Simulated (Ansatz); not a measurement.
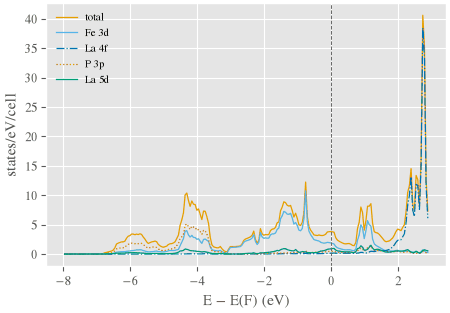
Total and projected density of states of LaFe2P2 in space group I4/mmm (No. 139; La on 2a, Fe on 4d, P on 4e), r²SCAN (plane waves, PAW; program Ansatz)

Which orbitals carry the states next to the Fermi level?

Within 0.5 eV of the Fermi level: Fe 3d 55 %, La 5d 19 %, P 3p 12 %. Projections are on Löwdin-orthogonalised atomic valence shells; empty p or d shells of many metals are not among them.

Where is the tallest occupied peak in this window, and what makes it?

Near -0.8 eV, about 12 states/eV per cell; the largest projected share is Fe 3d.

The first step of the workflow began from a Materials Project structure, measured or hypothetical; the Crystallography Open Database copy checked does not list it. Its standing as an ambient phase is unchecked. The r²SCAN relaxation kept the symmetry of its start; its stability against distortions is not shown here. No spin polarisation was allowed. Spin–orbit coupling is left out wherever it is not named.

Potentials: the later of the program's two PAW sets.
